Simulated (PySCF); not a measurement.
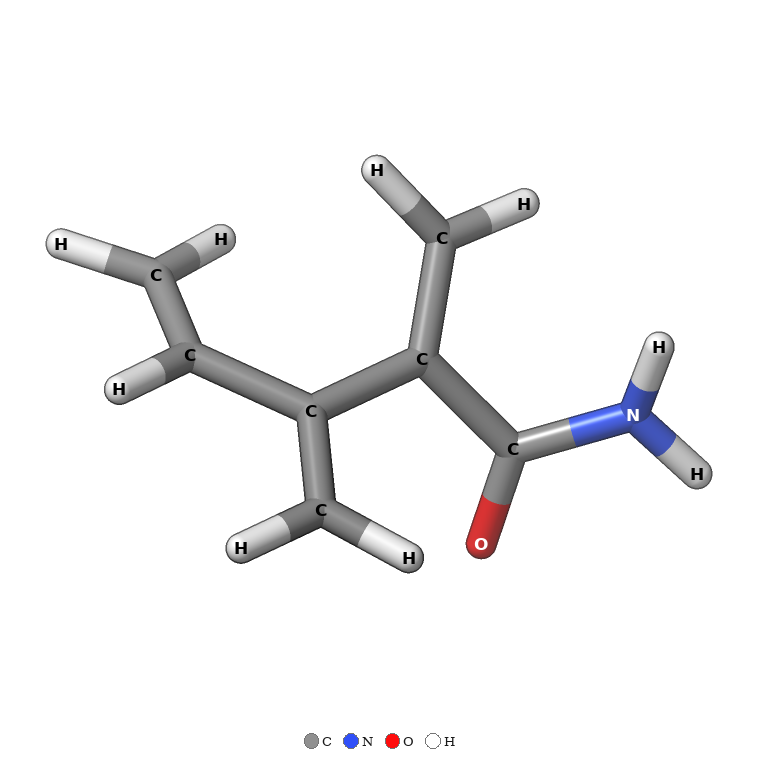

The geometry was computed by an optimisation with PBE0-D3(BJ)/def2-SVP. No frequency run is at hand to confirm it as a minimum.

> Which formula does it have?

C₇H₉NO, 18 atoms: 7 carbon, 9 hydrogen, 1 nitrogen and 1 oxygen.

> Count the bonded pairs by element.

7 C–H, 6 C–C, 2 N–H, 1 C–N, 1 C–O.

> Give a SMILES string for it.

C=CC(=C)C(=C)C(N)=O

The parts below concern this one geometry. Atoms keep their numbers from picture to picture.

**Geometry**

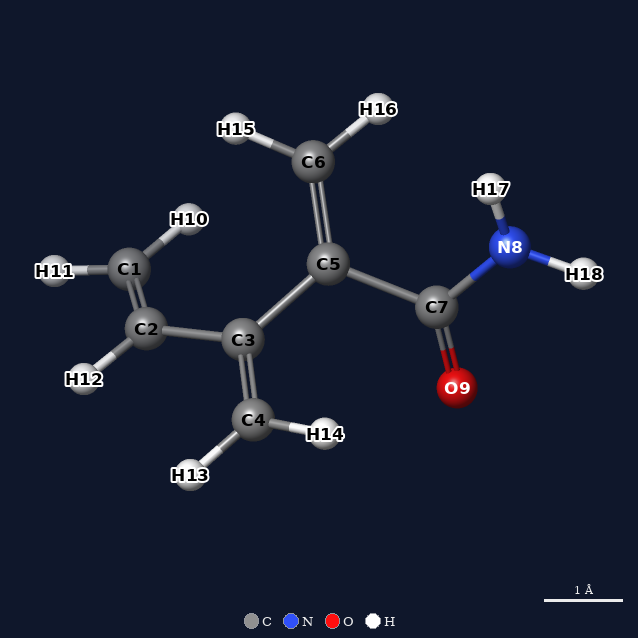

The atoms are numbered. No frequency run is at hand to confirm it as a minimum.

Give the bond lengths. Leave out bonds to hydrogen.

```tsv
bond	length (Å)	order
C1–C2	1.339	double
C2–C3	1.469	single
C3–C4	1.347	double
C3–C5	1.484	single
C5–C6	1.343	double
C5–C7	1.511	single
C7–N8	1.362	single
C7–O9	1.213	double
```

**NMR shielding**

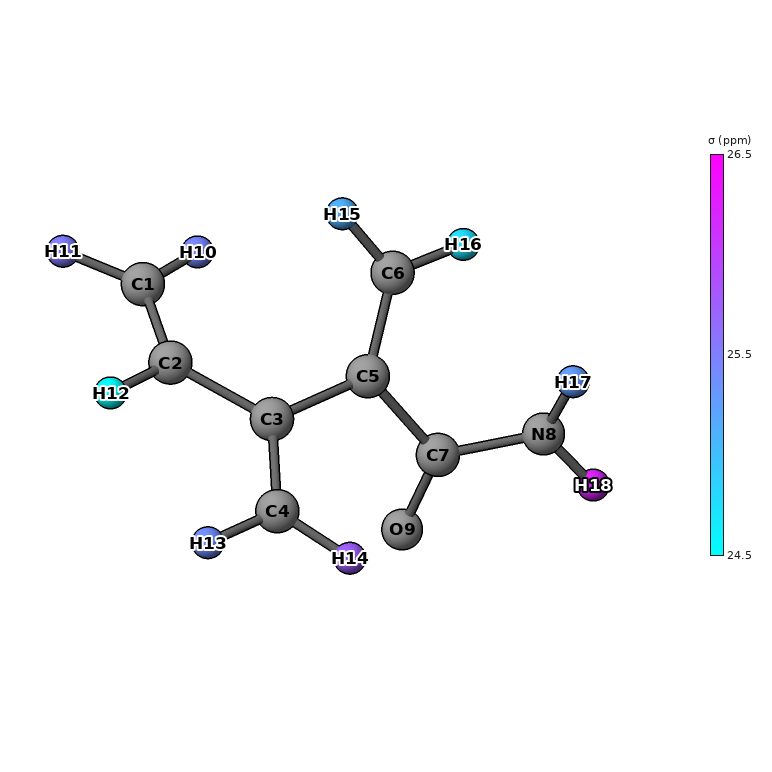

Atoms are coloured by their isotropic NMR shieldings (H only, the others grey). No frequency run is at hand to confirm it as a minimum. Properties computed with GIAO PBE0/pcSseg-1 NMR shielding, non-relativistic, IEF-PCM methanol (PySCF 2.14.0).

List the isotropic NMR shieldings of the H atoms.

```csv
atom,σ (ppm)
H10,25.43
H11,25.51
H12,24.51
H13,25.39
H14,25.75
H15,25.13
H16,24.76
H17,25.28
H18,26.22
```

**Polarisability**

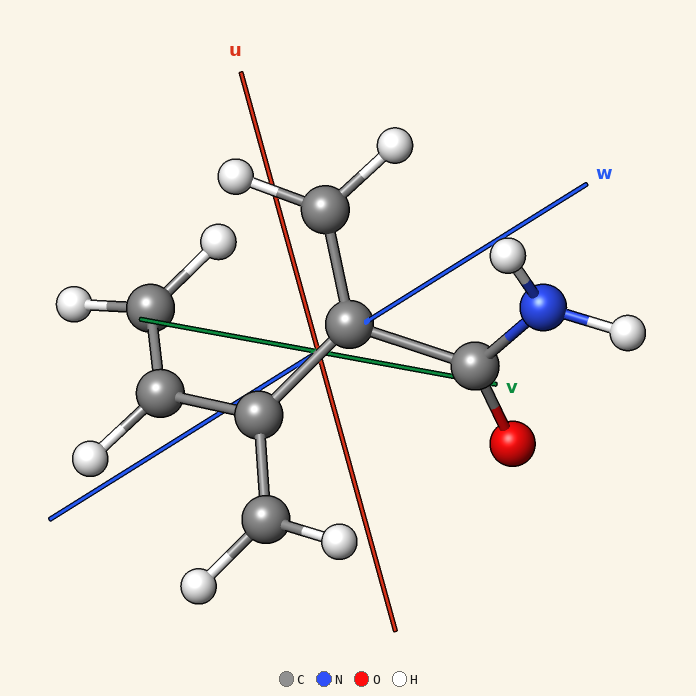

The lines u, v and w are the principal axes of the static dipole polarisability. No frequency run is at hand to confirm it as a minimum. Computed with CAM-B3LYP/def2-SVPD in methanol (IEF-PCM) (PySCF 2.14.0).

> Along which axis is the molecule most polarisable, and along which least?

Most along u, least along v.

> Give the three principal values.

u 179.3, v 103.8, w 132.4 bohr³; mean 138.5, anisotropy 66.1 bohr³.

**Charges**

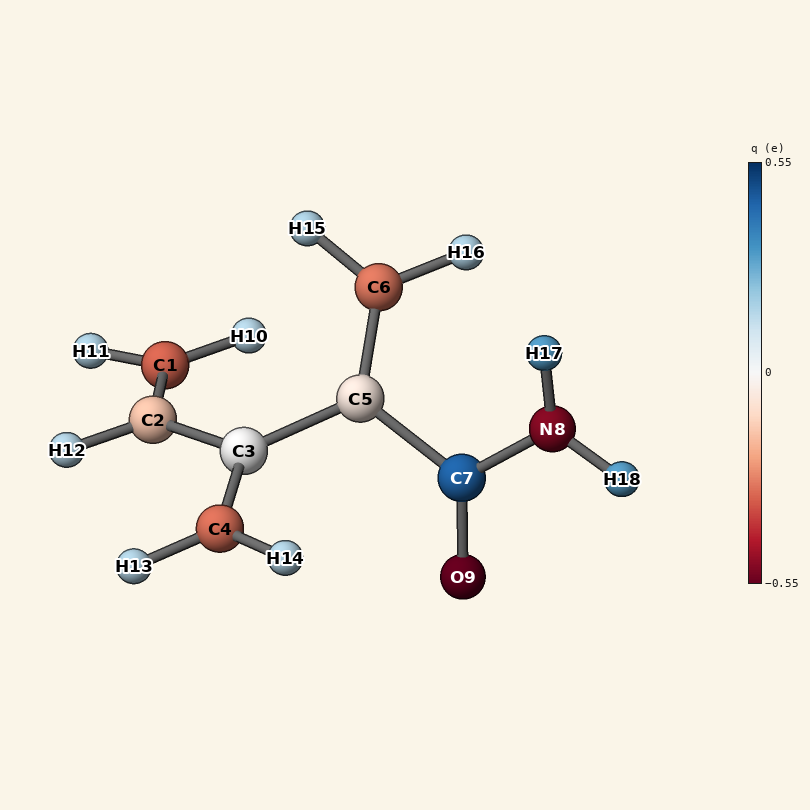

Atoms are coloured by their IAO charges. No frequency run is at hand to confirm it as a minimum. Method: PBE0/pcSseg-1 in acetone (IEF-PCM) (PySCF 2.14.0).

List the IAO charges.

```tsv
atom	value (e)
C1	−0.32
C2	−0.15
C3	0.00
C4	−0.30
C5	−0.05
C6	−0.29
C7	0.44
N8	−0.50
O9	−0.55
H10	0.15
H11	0.16
H12	0.15
H13	0.16
H14	0.16
H15	0.17
H16	0.16
H17	0.30
H18	0.30
```
